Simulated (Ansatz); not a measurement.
CH7BSSi

```xyz
11

B    -1.1076    0.9498    0.1936
C    -0.0903   -0.0155   -0.5061
Si    1.6121   -0.2889    0.2132
S    -1.3461   -1.0808    0.3270
H    -2.0036    1.4250   -0.4416
H    -0.8503    1.3594    1.2892
H    -0.1524   -0.1583   -1.5829
H     2.2280   -1.5475   -0.2875
H     1.4981   -0.3599    1.6927
H     2.4746    0.8579   -0.1719
H    -2.1973   -1.1981   -0.7053
```

Geometry: PBE0-D4/def2-TZVP.

Method: RKS PBE0-D4/def2-TZVPP in Ansatz.

Question: What can the converged electron density and electron localisation function tell about the bonding?

Answer: C–B (1.57 Å): ρ is about 1.4 e/Å³ halfway; the ELF peaks at about 0.95 between the atoms, as expected for a shared electron pair.
C–H (1.09 Å): the density is about 2 e/Å³ at the midpoint; the ELF climbs to about 1 towards the hydrogen, as it does in any bond to H; a covalent bond by its length.
B–H (1.20 Å): ρ at the midpoint is about 1.2 e/Å³; the ELF climbs to about 1 towards the hydrogen: a covalent bond by its length.

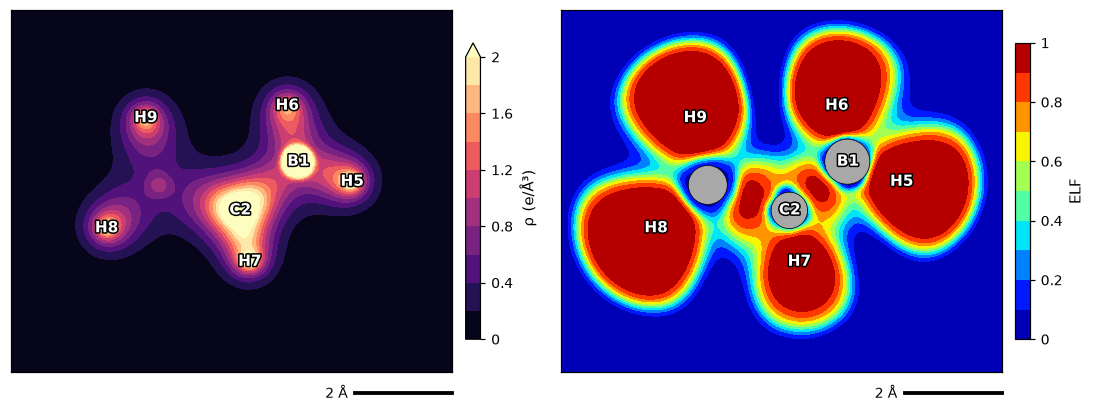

Computed electron density and electron localisation function on the plane of atoms C2, B1 and H5, in this order. Grey discs cover the atomic cores in the ELF map. 
